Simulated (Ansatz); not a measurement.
C₂H₅BZn

Input

```
crystal:
  periodic: [false, false, false]
  atoms:
    - { symbol: Zn, position_ang: [0.2181, 0.5146, -1.99] }
    - { symbol: C, position_ang: [-0.1905, 0.6443, 0.1933] }
    - { symbol: B, position_ang: [0.9877, -0.4066, -0.0254] }
    - { symbol: C, position_ang: [-0.312, -0.7066, 0.6972] }
    - { symbol: H, position_ang: [-1.4952, 1.3981, -1.4771] }
    - { symbol: H, position_ang: [0.089, 1.3602, 1.0117] }
    - { symbol: H, position_ang: [2.1359, -0.7032, -0.3555] }
    - { symbol: H, position_ang: [-1.0275, -1.3289, 0.0834] }
    - { symbol: H, position_ang: [-0.317, -0.8183, 1.8453] }
magnetization:
  spin_polarized: true
basis:
  gaussian: { orbitals: def2-SVP }
hamiltonian:
  xc: pbe
relax:
  f_tol: 0.02
  max_steps: 40
output:
  orbitals: {}
```

Run with:

```sh
ansatz run input.yaml --threads 2 --pin off --max-ram 3072MiB --backend cpu --events-out ev --progress --plain --runs-dir out
```

The fields are those of the run's last geometry, not of the input's.

These are results of UKS PBE/def2-SVP in Ansatz, not measurements.

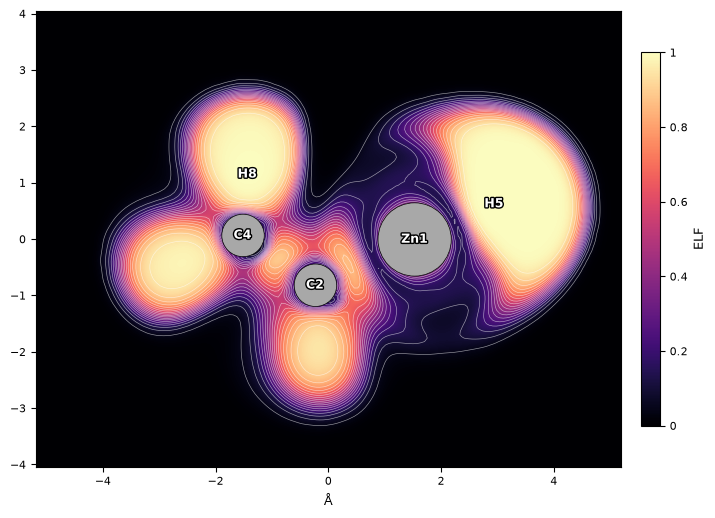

Figure 1. ELF on the plane of atoms Zn1, C2 and C4. Grey discs cover the atomic cores.

**Describe what can be read from this map.**

- Atoms in the plane: Zn, C and H.
- C–C (1.56 Å): the ELF peaks at about 0.90 between the atoms, as expected for a covalent bond.
- C–Zn (1.94 Å): the ELF peaks at about 0.85 in the valence shell of C, 0.7 Å from its nucleus, and is about 0.40 at the midpoint.
- C–H (1.11 Å): the ELF climbs to about 1 towards the hydrogen, as it does in any bond to H (an ordinary covalent bond to hydrogen).
- Zn–H (1.55 Å): the ELF climbs to about 1 towards the hydrogen.

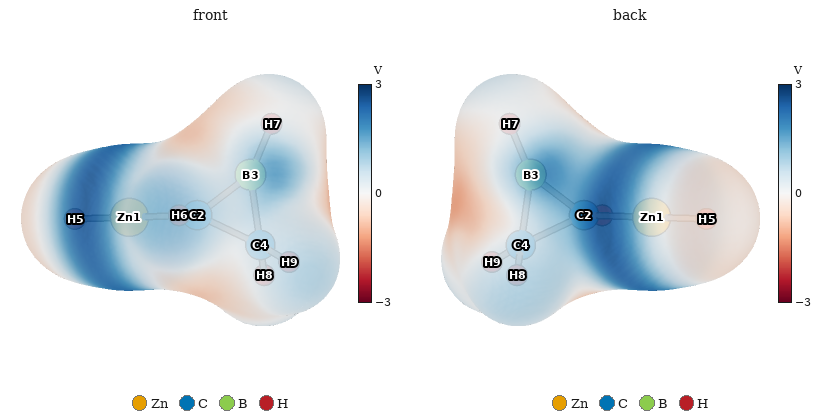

Figure 2. The molecular electrostatic potential painted on the density surface at 0.004 e/bohr³, seen from the front and from behind; red is negative and blue positive.

**Describe the electrostatic potential map.**

The most negative region (about −1.1 V) lies over C4, the most positive (about +2.5 V) over Zn1.

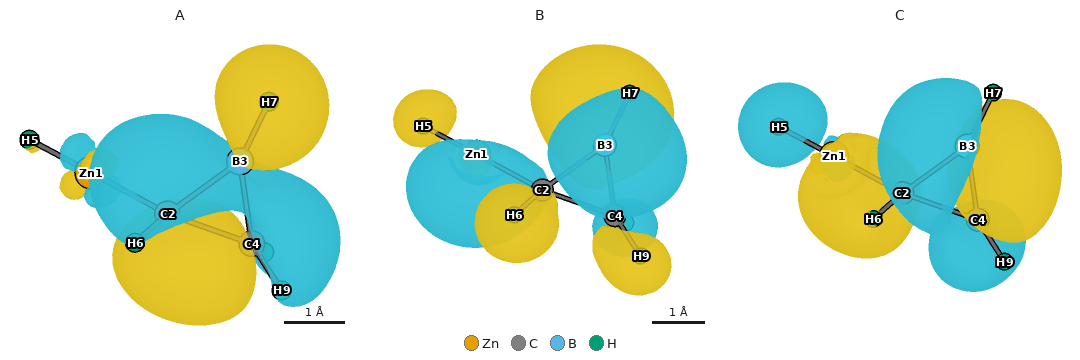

Figure 3. Three frontier orbitals at ±0.08 Å⁻³ᐟ² (yellow and cyan are the two phases), in no order.

**Order the three orbitals by energy and name them.**

A is the HOMO−1 (−6.66 eV). It lies mainly on C2 (about 35 %), C4 (about 25 %), B3 (about 15 %) and H7 (about 10 %). C is the HOMO (−5.60 eV). Its weight (Hirshfeld) is mainly on B3 (about 30 %), C2 (about 25 %), C4 (about 25 %) and Zn1 (about 10 %). B is the LUMO (−1.96 eV). Its weight (Hirshfeld) is mainly on B3 (about 50 %), Zn1 (about 15 %), C2 (about 10 %), C4 (about 5 %) and H7 (about 5 %).

**What is the HOMO–LUMO gap?**

3.64 eV between the orbital energies.

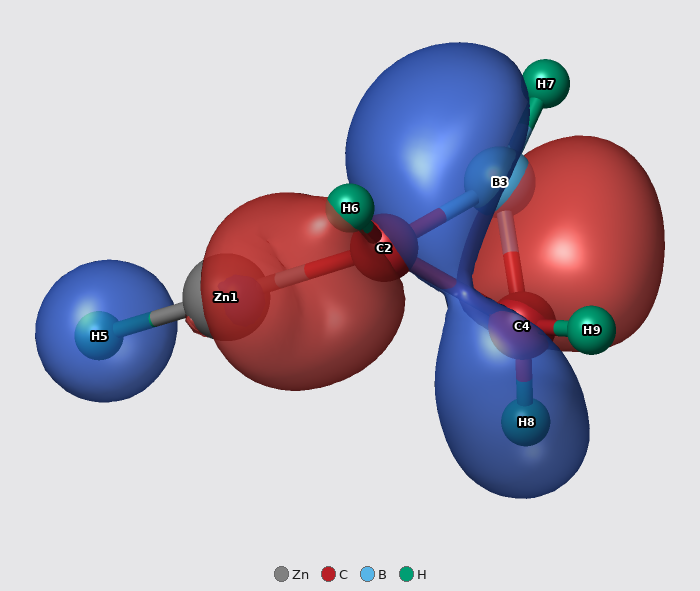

Figure 4. One frontier orbital at ±0.1 Å⁻³ᐟ² (red and blue are the two phases), seen at a tilt.

**Which orbital is it: HOMO or LUMO?**

The HOMO, at −5.60 eV. Its weight (Hirshfeld) is mainly on B3 (about 30 %), C2 (about 25 %), C4 (about 25 %) and Zn1 (about 10 %).
